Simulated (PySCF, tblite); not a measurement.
# C5H7F: dynamics, then NMR shifts and electronic excitations on frames, part 2 of 2

tblite 0.8.0 and PySCF 2.14.0. Atoms count from 0. The steps go on from the part before.

**8. Excited states and response: 625 fs, PBE0/def2-SVPD**

The job: settings as JSON, then the geometry in Å.

```
{"job": {"kind": "uv", "xc": "PBE0", "basis": "def2-SVPD", "nstates": 5, "ntriplets": 0}, "charge": 0, "multiplicity": 1}
C      1.180200    -1.706600     0.151300
C      0.241700    -0.861700    -0.003500
C     -0.222400     0.067600     1.073500
C     -1.479600     0.576700     1.166300
C     -2.528800     0.508600     0.127800
F     -1.826100     1.300000     2.283400
H      1.759500    -1.782100     1.076100
H      1.680600    -2.283000    -0.711000
H     -0.351400    -0.819000    -0.835500
H      0.412600     0.233500     1.971100
H     -3.507400     0.340000     0.685300
H     -2.666500     1.476300    -0.463000
H     -2.266200    -0.430900    -0.529400
```

With the program's defaults for keys left out, this is: TDDFT PBE0/def2-SVPD, vertical, gas phase, core orbitals frozen in the response.

Standard output:

```text
coarse grid: 10856 points
cycle   1  E = -293.8842167277  dE =  5.507e-01  |g| = 5.024e-01  |ddm| = 5.615e+00
cycle   2  E = -293.8297982846  dE =  5.442e-02  |g| = 7.183e-01  |ddm| = 1.809e+00
cycle   3  E = -293.9389588997  dE = -1.092e-01  |g| = 1.030e-01  |ddm| = 1.029e+00
cycle   4  E = -293.9415963818  dE = -2.637e-03  |g| = 3.789e-02  |ddm| = 2.209e-01
cycle   5  E = -293.9419201604  dE = -3.238e-04  |g| = 1.243e-02  |ddm| = 6.154e-02
cycle   6  E = -293.9419497669  dE = -2.961e-05  |g| = 3.498e-03  |ddm| = 2.326e-02
cycle   7  E = -293.9419525356  dE = -2.769e-06  |g| = 7.921e-04  |ddm| = 6.884e-03
final grid: 105248 points
cycle   8  E = -293.9852939192  dE = -2.362e-05  |g| = 6.962e-03  |ddm| = 1.040e-01
cycle   9  E = -293.9852841025  dE =  9.817e-06  |g| = 1.010e-02  |ddm| = 2.763e-02
cycle  10  E = -293.9853051669  dE = -2.106e-05  |g| = 1.148e-03  |ddm| = 1.447e-02
cycle  11  E = -293.9853054493  dE = -2.823e-07  |g| = 1.905e-04  |ddm| = 1.711e-03
cycle  12  E = -293.9853054554  dE = -6.150e-09  |g| = 1.038e-04  |ddm| = 4.321e-04
cycle  13  E = -293.9853054580  dE = -2.546e-09  |g| = 2.474e-05  |ddm| = 2.099e-04
cycle  14  E = -293.9853054581  dE = -1.396e-10  |g| = 1.038e-05  |ddm| = 6.787e-05
converged SCF energy = -293.9853054581

Static polarisability (au): isotropic 68.801, principal 45.343 58.281 102.781

Singlet excitations
state   eV       nm        f      main configurations
  1   5.6206    220.6   0.52706   H->L 0.96
  2   6.2926    197.0   0.00459   H->L+1 0.98
  3   6.8374    181.3   0.00777   H->L+3 0.52, H-1->L 0.24, H->L+2 0.21
  4   6.8855    180.1   0.01474   H->L+2 0.61, H->L+3 0.30
  5   7.1900    172.4   0.01688   H->L+4 0.59, H-1->L 0.22, H->L+2 0.10
```

Run time: 15 s. Hardware: 1 thread of AMD EPYC 7R13, shared host; peak memory 0.74 GiB.

This run: HOMO -6.71 eV, LUMO -0.76 eV; lowest singlet 5.62 eV.

**9. Shielding tensors: 800 fs, PBE0/pcSseg-1**

The job: settings as JSON, then the geometry in Å.

```
{"job": {"kind": "nmr", "xc": "PBE0", "basis": "pcSseg-1", "pop": false}, "charge": 0, "multiplicity": 1}
C      1.223200    -1.430700     0.298300
C     -0.071600    -1.095000     0.310500
C     -0.573700     0.050100     1.027300
C     -1.629400     0.751200     0.743800
C     -2.406000     0.931600    -0.528900
F     -1.871500     1.604600     1.725800
H      1.830500    -0.851000     0.892900
H      1.619100    -2.288700    -0.204300
H     -0.758400    -1.576600    -0.312000
H     -0.007000     0.280500     1.958300
H     -2.835400    -0.088800    -0.868500
H     -3.267400     1.584400    -0.578400
H     -1.673900     1.295000    -1.363800
```

With the program's defaults for keys left out, this is: GIAO PBE0/pcSseg-1 NMR shielding, non-relativistic, gas phase.

Standard output:

```text
coarse grid: 10856 points
cycle   1  E = -294.0456696316  dE =  7.796e-01  |g| = 5.376e-01  |ddm| = 3.172e+00
cycle   2  E = -294.0016646987  dE =  4.400e-02  |g| = 7.212e-01  |ddm| = 9.109e-01
cycle   3  E = -294.1051193099  dE = -1.035e-01  |g| = 1.073e-01  |ddm| = 5.716e-01
cycle   4  E = -294.1079735262  dE = -2.854e-03  |g| = 3.659e-02  |ddm| = 1.361e-01
cycle   5  E = -294.1082688559  dE = -2.953e-04  |g| = 1.227e-02  |ddm| = 3.670e-02
cycle   6  E = -294.1082982609  dE = -2.940e-05  |g| = 2.877e-03  |ddm| = 1.084e-02
cycle   7  E = -294.1083000985  dE = -1.838e-06  |g| = 7.914e-04  |ddm| = 2.587e-03
final grid: 105248 points
cycle   8  E = -294.1503338718  dE = -2.832e-05  |g| = 6.117e-03  |ddm| = 2.532e-02
cycle   9  E = -294.1503325084  dE =  1.363e-06  |g| = 6.825e-03  |ddm| = 1.003e-02
cycle  10  E = -294.1503434594  dE = -1.095e-05  |g| = 9.934e-04  |ddm| = 5.364e-03
cycle  11  E = -294.1503436060  dE = -1.466e-07  |g| = 1.273e-04  |ddm| = 8.267e-04
cycle  12  E = -294.1503436081  dE = -2.093e-09  |g| = 4.373e-05  |ddm| = 1.128e-04
cycle  13  E = -294.1503436086  dE = -4.173e-10  |g| = 1.074e-05  |ddm| = 3.839e-05
converged SCF energy = -294.1503436086

GIAO shielding tensors (ppm)
atom      isotropic    diamagn.    paramagn.     s11        s22        s33       span
  0 C       63.809     255.282    -191.473    -54.000     78.672    166.755    220.755
  1 C       46.140     257.221    -211.081    -75.569     44.117    169.871    245.440
  2 C       68.919     258.677    -189.758    -16.704     92.674    130.787    147.490
  3 C       28.500     251.955    -223.456    -64.174     69.014     80.659    144.833
  4 C      166.284     251.569     -85.285    154.530    160.807    183.515     28.986
  5 F      259.268     474.582    -215.314    196.467    271.706    309.631    113.163
  6 H       27.034      34.087      -7.054     22.555     26.623     31.924      9.368
  7 H       26.152      30.738      -4.586     22.859     25.946     29.651      6.792
  8 H       25.889      34.789      -8.900     22.564     25.165     29.939      7.375
  9 H       24.861      31.662      -6.801     22.164     23.685     28.732      6.568
 10 H       27.836      28.187      -0.351     23.999     26.694     32.814      8.815
 11 H       29.438      26.684       2.754     25.846     27.247     35.221      9.375
 12 H       27.642      29.363      -1.721     23.232     26.277     33.416     10.184
```

Wall time 9.4 s (1 thread of AMD EPYC 7R13, shared host); peak memory 0.67 GiB.

This run: δ C3 158.4, C1 140.8, C0 123.1, C2 118.0, H9 6.86, H8 5.83 ppm.

**10. TDDFT and polarisability: 800 fs, PBE0/def2-SVPD**

The job, as its differences from that of step 9:

```diff
@@ -1,2 +1,2 @@
-{"job": {"kind": "nmr", "xc": "PBE0", "basis": "pcSseg-1", "pop": false}, "charge": 0, "multiplicity": 1}
+{"job": {"kind": "uv", "xc": "PBE0", "basis": "def2-SVPD", "nstates": 5, "ntriplets": 0}, "charge": 0, "multiplicity": 1}
 C      1.223200    -1.430700     0.298300
```

Level: TDDFT PBE0/def2-SVPD, vertical, gas phase, core orbitals frozen in the response.

Standard output:

```text
coarse grid: 10856 points
cycle   1  E = -293.8814811685  dE =  7.281e-01  |g| = 5.032e-01  |ddm| = 5.639e+00
cycle   2  E = -293.8373360471  dE =  4.415e-02  |g| = 6.837e-01  |ddm| = 2.122e+00
cycle   3  E = -293.9371171986  dE = -9.978e-02  |g| = 1.012e-01  |ddm| = 1.147e+00
cycle   4  E = -293.9397132145  dE = -2.596e-03  |g| = 3.555e-02  |ddm| = 2.573e-01
cycle   5  E = -293.9400015162  dE = -2.883e-04  |g| = 1.196e-02  |ddm| = 6.809e-02
cycle   6  E = -293.9400301354  dE = -2.862e-05  |g| = 2.979e-03  |ddm| = 2.012e-02
cycle   7  E = -293.9400322298  dE = -2.094e-06  |g| = 6.692e-04  |ddm| = 5.686e-03
final grid: 105248 points
cycle   8  E = -293.9819683914  dE = -2.764e-05  |g| = 5.895e-03  |ddm| = 1.089e-01
cycle   9  E = -293.9819667714  dE =  1.620e-06  |g| = 6.682e-03  |ddm| = 2.433e-02
cycle  10  E = -293.9819775210  dE = -1.075e-05  |g| = 9.631e-04  |ddm| = 1.144e-02
cycle  11  E = -293.9819776753  dE = -1.543e-07  |g| = 1.205e-04  |ddm| = 1.228e-03
cycle  12  E = -293.9819776774  dE = -2.052e-09  |g| = 5.087e-05  |ddm| = 3.029e-04
cycle  13  E = -293.9819776779  dE = -5.667e-10  |g| = 1.949e-05  |ddm| = 1.249e-04
converged SCF energy = -293.9819776779

Static polarisability (au): isotropic 67.164, principal 46.398 56.646 98.448

Singlet excitations
state   eV       nm        f      main configurations
  1   5.3673    231.0   0.48638   H->L 0.95
  2   6.0147    206.1   0.00557   H->L+1 0.97
  3   6.6400    186.7   0.01282   H->L+2 0.80, H-1->L 0.16
  4   6.8035    182.2   0.04808   H->L+3 0.73, H-1->L 0.16
  5   7.0363    176.2   0.01847   H->L+4 0.95
```

Wall time 14 s (1 thread of AMD EPYC 7R13, shared host); peak memory 0.74 GiB.

Key values: HOMO -6.46 eV, LUMO -0.76 eV; lowest singlet 5.37 eV.

**11. Shielding tensors: 1000 fs, PBE0/pcSseg-1**

The job: settings as JSON, then the geometry in Å.

```
{"job": {"kind": "nmr", "xc": "PBE0", "basis": "pcSseg-1", "pop": false}, "charge": 0, "multiplicity": 1}
C      1.141300    -1.756800     0.503500
C     -0.014300    -1.170200     0.177700
C     -0.640200    -0.143000     1.024400
C     -1.839400     0.366000     0.829800
C     -3.083400    -0.113500     0.080100
F     -2.214300     1.478900     1.517300
H      1.701300    -1.365300     1.372300
H      1.752200    -2.512000    -0.014100
H     -0.760300    -1.636800    -0.471700
H     -0.017300     0.508000     1.651700
H     -3.825100    -0.536900     0.709600
H     -3.589100     0.661000    -0.465200
H     -2.866500    -1.047400    -0.466000
```

Level: GIAO PBE0/pcSseg-1 NMR shielding, non-relativistic, gas phase.

Standard output:

```text
coarse grid: 10856 points
cycle   1  E = -294.0554465646  dE =  6.427e-01  |g| = 5.319e-01  |ddm| = 3.178e+00
cycle   2  E = -294.0083491519  dE =  4.710e-02  |g| = 7.360e-01  |ddm| = 8.718e-01
cycle   3  E = -294.1114502447  dE = -1.031e-01  |g| = 1.037e-01  |ddm| = 5.534e-01
cycle   4  E = -294.1140847534  dE = -2.635e-03  |g| = 3.807e-02  |ddm| = 1.312e-01
cycle   5  E = -294.1144170782  dE = -3.323e-04  |g| = 1.362e-02  |ddm| = 3.894e-02
cycle   6  E = -294.1144554063  dE = -3.833e-05  |g| = 2.849e-03  |ddm| = 1.166e-02
cycle   7  E = -294.1144572243  dE = -1.818e-06  |g| = 7.046e-04  |ddm| = 2.410e-03
final grid: 105248 points
cycle   8  E = -294.1578596383  dE = -2.745e-05  |g| = 7.155e-03  |ddm| = 2.395e-02
cycle   9  E = -294.1578554097  dE =  4.229e-06  |g| = 8.885e-03  |ddm| = 1.233e-02
cycle  10  E = -294.1578718816  dE = -1.647e-05  |g| = 1.273e-03  |ddm| = 6.886e-03
cycle  11  E = -294.1578721397  dE = -2.581e-07  |g| = 1.692e-04  |ddm| = 9.834e-04
cycle  12  E = -294.1578721426  dE = -2.900e-09  |g| = 1.105e-04  |ddm| = 2.023e-04
cycle  13  E = -294.1578721458  dE = -3.176e-09  |g| = 2.066e-05  |ddm| = 1.103e-04
cycle  14  E = -294.1578721459  dE = -9.646e-11  |g| = 7.664e-06  |ddm| = 2.263e-05
converged SCF energy = -294.1578721459

GIAO shielding tensors (ppm)
atom      isotropic    diamagn.    paramagn.     s11        s22        s33       span
  0 C       59.245     254.081    -194.836    -42.907     60.167    160.475    203.381
  1 C       51.278     251.994    -200.716    -55.782     47.568    162.048    217.830
  2 C       70.061     258.803    -188.742    -14.995     87.689    137.489    152.484
  3 C       15.167     249.766    -234.599    -74.595     51.369     68.727    143.322
  4 C      171.919     248.095     -76.176    155.331    161.340    199.086     43.755
  5 F      245.103     475.805    -230.701    149.076    284.800    301.433    152.357
  6 H       25.901      30.630      -4.729     23.567     24.409     29.726      6.159
  7 H       25.501      28.838      -3.337     23.728     24.907     27.868      4.139
  8 H       25.120      31.973      -6.853     22.821     23.440     29.098      6.277
  9 H       25.361      32.076      -6.715     23.310     23.770     29.003      5.693
 10 H       30.328      26.860       3.468     26.884     27.606     36.494      9.610
 11 H       30.074      28.529       1.546     26.130     27.606     36.487     10.357
 12 H       29.285      30.449      -1.164     24.700     28.985     34.169      9.469
```

It took 9.9 s on 1 thread of AMD EPYC 7R13, shared host; peak memory 0.67 GiB.

Key values: δ C3 171.8, C1 135.6, C0 127.7, C2 116.9, H8 6.60, H9 6.36 ppm.

**12. Excited states and response: 1000 fs, PBE0/def2-SVPD**

The job, as its differences from that of step 11:

```diff
@@ -1,2 +1,2 @@
-{"job": {"kind": "nmr", "xc": "PBE0", "basis": "pcSseg-1", "pop": false}, "charge": 0, "multiplicity": 1}
+{"job": {"kind": "uv", "xc": "PBE0", "basis": "def2-SVPD", "nstates": 5, "ntriplets": 0}, "charge": 0, "multiplicity": 1}
 C      1.141300    -1.756800     0.503500
```

Method: TDDFT PBE0/def2-SVPD, vertical, gas phase, core orbitals frozen in the response.

Standard output:

```text
coarse grid: 10856 points
cycle   1  E = -293.8915297024  dE =  5.910e-01  |g| = 4.973e-01  |ddm| = 5.327e+00
cycle   2  E = -293.8457376912  dE =  4.579e-02  |g| = 6.921e-01  |ddm| = 1.588e+00
cycle   3  E = -293.9435154575  dE = -9.778e-02  |g| = 9.946e-02  |ddm| = 9.455e-01
cycle   4  E = -293.9460036396  dE = -2.488e-03  |g| = 3.649e-02  |ddm| = 2.429e-01
cycle   5  E = -293.9463158651  dE = -3.122e-04  |g| = 1.331e-02  |ddm| = 6.967e-02
cycle   6  E = -293.9463534233  dE = -3.756e-05  |g| = 2.925e-03  |ddm| = 1.914e-02
cycle   7  E = -293.9463554581  dE = -2.035e-06  |g| = 5.873e-04  |ddm| = 5.357e-03
final grid: 105248 points
cycle   8  E = -293.9898087622  dE = -2.518e-05  |g| = 7.077e-03  |ddm| = 1.075e-01
cycle   9  E = -293.9898036293  dE =  5.133e-06  |g| = 8.981e-03  |ddm| = 2.490e-02
cycle  10  E = -293.9898208020  dE = -1.717e-05  |g| = 1.266e-03  |ddm| = 1.193e-02
cycle  11  E = -293.9898210951  dE = -2.931e-07  |g| = 1.539e-04  |ddm| = 1.507e-03
cycle  12  E = -293.9898210979  dE = -2.771e-09  |g| = 1.040e-04  |ddm| = 3.625e-04
cycle  13  E = -293.9898211007  dE = -2.848e-09  |g| = 2.046e-05  |ddm| = 1.948e-04
cycle  14  E = -293.9898211008  dE = -9.669e-11  |g| = 7.864e-06  |ddm| = 5.059e-05
converged SCF energy = -293.9898211008

Static polarisability (au): isotropic 68.774, principal 43.834 57.257 105.232

Singlet excitations
state   eV       nm        f      main configurations
  1   5.6704    218.7   0.62974   H->L 0.95
  2   6.3949    193.9   0.00344   H->L+1 0.96
  3   6.7010    185.0   0.03425   H->L+2 0.83, H-1->L 0.10
  4   6.9337    178.8   0.01957   H->L+3 0.81, H-1->L 0.11
  5   7.1817    172.6   0.01781   H->L+4 0.87
```

Run time: 15 s. Hardware: 1 thread of AMD EPYC 7R13, shared host; peak memory 0.74 GiB.

This run: HOMO -6.70 eV, LUMO -0.82 eV; lowest singlet 5.67 eV.

**13. Side by side: NMR shifts**

Shifts (ppm) of some atoms, chosen among heavy atoms and hydrogens apart, with basis size and wall time:

```csv
frame,C3,C1,C0,C4,H12,H10,F5,functions,time
250 fs,189.4,143.7,129.7,19.6,4.20,1.41,-61.5,137,9.6 s
425 fs,170.6,136.6,119.7,18.2,3.31,3.82,-82.2,137,9.9 s
625 fs,180.7,128.7,117.7,27.7,4.85,3.40,-78.8,137,9.9 s
800 fs,158.4,140.8,123.1,20.6,4.08,3.88,-88.3,137,9.4 s
1000 fs,171.8,135.6,127.7,15.0,2.43,1.39,-74.2,137,9.9 s
```

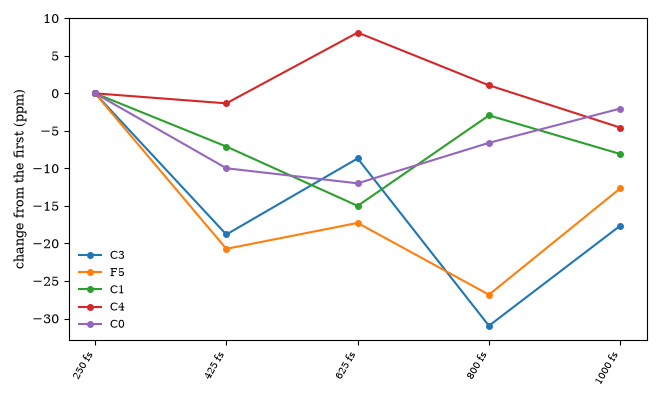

How five of the tabulated atoms move from run to run.

**14. Run by run: electronic excitations**

Excitations and ground-state properties, with basis size and wall time:

```csv
frame,lowest singlet (eV),brightest (eV),f,gap (eV),α (Å³),μ (D),functions,time
250 fs,4.96,4.96,0.558,5.10,10.71,1.80,179,16 s
425 fs,5.59,5.59,0.492,5.95,9.90,1.74,179,14 s
625 fs,5.62,5.62,0.527,5.95,10.20,1.55,179,15 s
800 fs,5.37,5.37,0.486,5.70,9.95,1.60,179,14 s
1000 fs,5.67,5.67,0.630,5.87,10.19,1.49,179,15 s
```

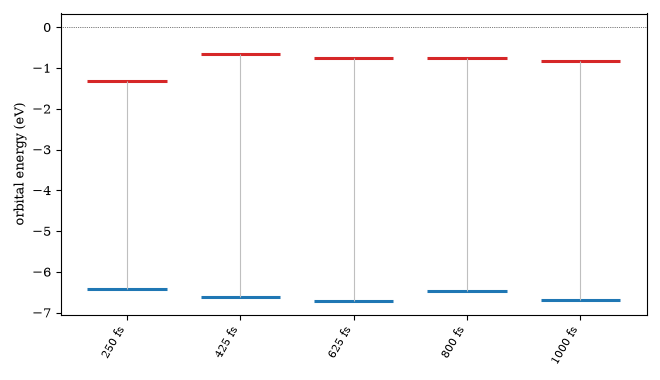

HOMO (blue) and LUMO (red) run by run.

**15. What came out**

What follows sums up all 2 parts.

| quantity | value |
| --- | --- |
| thermostat | 400 K |
| mean temperature, second half | 428 K |
| mean potential energy above the minimum | 0.62 eV |
| ¹³C shifts against TMS (PBE0/pcSseg-1, 250 fs) | 189.4, 143.7, 129.7, 128.4, 19.6 ppm |
| ¹H shifts against TMS (PBE0/pcSseg-1, 250 fs) | 7.32, 6.98, 5.66, 5.26, 4.20, 1.96, 1.41 ppm |
| ¹⁹F shifts against CFCl3 (PBE0/pcSseg-1, 250 fs) | -61.5 ppm |
| lowest singlet (PBE0/def2-SVPD, 250 fs) | 4.96 eV (250 nm), f = 0.558 |
| range of the shift of C3 | 158.4 to 189.4 ppm |
| range of the lowest singlet | 4.96 to 5.67 eV |

In words: In the second half the potential energy averages 0.62 eV above the minimum; equipartition over 33 harmonic modes at 400 K would give 0.57 eV. With 13 atoms the temperature swings widely (214 to 596 K). Shifts at one fixed geometry are not the observed spectrum, which averages over the motion. In the first frame run (250 fs): Shielding is most anisotropic at C1 (span 237 ppm, paramagnetic term -212 ppm). The lowest singlet, at 4.96 eV, is HOMO→LUMO 0.96 and is bright. In ppm, C3 moves most: its shift spreads over 31.0 ppm, from 158.4 (800 fs) to 189.4 (250 fs). The lowest singlet runs from 4.96 eV (250 fs) to 5.67 eV (1000 fs), while the orbital gap spans 5.10 to 5.95 eV. The lowest state need not be the same one in every run.
